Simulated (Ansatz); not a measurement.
# BBr2H: interaction energy of a dimer with the counterpoise correction from a Python script

How strongly do two molecules of BBr2H bind, and how much of that is basis error? Aim: the interaction energy of a dimer with the counterpoise correction, for BBr2H, run from a script. SMILES: BrBBr.

All numbers are computed with Ansatz 0.2.0 through its Python package. Level of theory: r2SCAN+D3(BJ)/def2-SVP.

## Step 1: Starting point

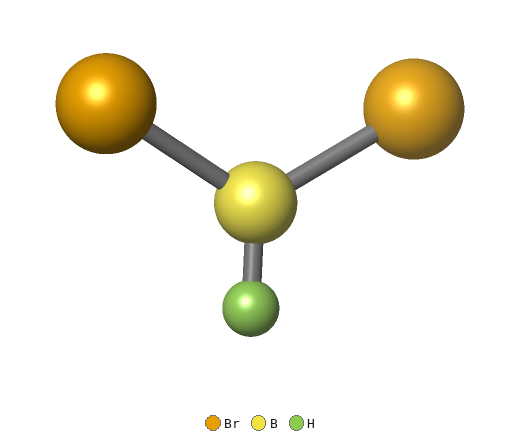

The starting structure, viewed from a chosen angle; bromine amber, boron yellow, hydrogen green.

No structure file is read: the coordinates are typed or built in the script.

## Step 2: The script

Input file dimer_bbr2h.py:

```python
"""Binding of a BBr2H dimer at a trial geometry."""

from dataclasses import dataclass

import ansatz as az


@dataclass(frozen=True)
class Settings:
    basis: str = "def2-SVP"
    functional: str = "r2scan"
    vdw: str = "d3bj"


settings = Settings()

FIRST = [
    ("Br", (0.7674, 0.2483, 1.7459)),
    ("B", (-0.2192, 0.0678, -0.0203)),
    ("Br", (0.7211, -0.7282, -1.5882)),
    ("H", (-1.2694, 0.4122, -0.1373)),
]
SECOND = [
    ("Br", (-5.8981, -2.4243, 0.1188)),
    ("B", (-4.3129, -1.2626, -0.394)),
    ("Br", (-4.1945, 0.5975, 0.3146)),
    ("H", (-3.5134, -1.6357, -1.0699)),
]

def energy(atoms, ghosts=()):
    molecule = az.Crystal.molecule()
    for symbol, xyz in atoms:
        molecule = molecule.atom(symbol, xyz)
    calc = (
        molecule.calculation()
        .basis(gaussian=settings.basis)  # atom-centred Gaussian functions
        .functional(settings.functional, dispersion=settings.vdw)
    )
    deck = calc.input()
    if ghosts:
        deck = deck.set(az.key.basis.gaussian.ghost_atoms, [{"symbol": s, "position_ang": list(xyz)} for s, xyz in ghosts])
    return az.Session.from_dict(deck).plan().execute().report["free_energy_ev"]

# monomers in their own basis and in the basis of the dimer
both = energy(FIRST + SECOND)
alone = energy(FIRST) + energy(SECOND)
ghosted = energy(FIRST, SECOND) + energy(SECOND, FIRST)
print(f"dimer {both:.6f} eV")
print(f"interaction, uncorrected   {96.485332 * (both - alone):8.3f} kJ/mol")
print(f"interaction, counterpoise  {96.485332 * (both - ghosted):8.3f} kJ/mol")
print(f"basis-set superposition    {96.485332 * (alone - ghosted):8.3f} kJ/mol")
```

## Step 3: The calls as engine input

The package turns the script's settings into the engine's input (first run):

```yaml
crystal:
  periodic: [false, false, false]
  atoms:
    - { symbol: Br, position_ang: [0.7674, 0.2483, 1.7459] }
    - { symbol: B, position_ang: [-0.2192, 0.0678, -0.0203] }
    - { symbol: Br, position_ang: [0.7211, -0.7282, -1.5882] }
    - { symbol: H, position_ang: [-1.2694, 0.4122, -0.1373] }
    - { symbol: Br, position_ang: [-5.8981, -2.4243, 0.1188] }
    - { symbol: B, position_ang: [-4.3129, -1.2626, -0.394] }
    - { symbol: Br, position_ang: [-4.1945, 0.5975, 0.3146] }
    - { symbol: H, position_ang: [-3.5134, -1.6357, -1.0699] }
basis:
  gaussian:
    orbitals: def2-SVP
hamiltonian:
  xc: r2scan
  dispersion: d3bj
```

## Step 4: Running it

Launch:

```console
> python dimer_bbr2h.py
```

**Question.** How large is the interaction at this pose, and how much of it is basis-set superposition?

**Answer**, as computed:

| quantity | value |
| --- | --- |
| interaction energy, uncorrected | -2.905 kJ/mol |
| interaction energy, counterpoise | -1.375 kJ/mol |
| runs compared | 5 |

**Reading.** The counterpoise correction takes away 53 % of the apparent binding. Uncorrected it is -2.905 kJ/mol, with the counterpoise correction -1.375 kJ/mol; the difference, 1.53 kJ/mol, is the superposition error. Caveats:
- The dimer is a generated trial pose of unrelaxed monomers, not a minimum, so the figure is no binding energy, and the basis set is small.
- A dispersion term here runs with damping parameters fitted for another variant or functional.
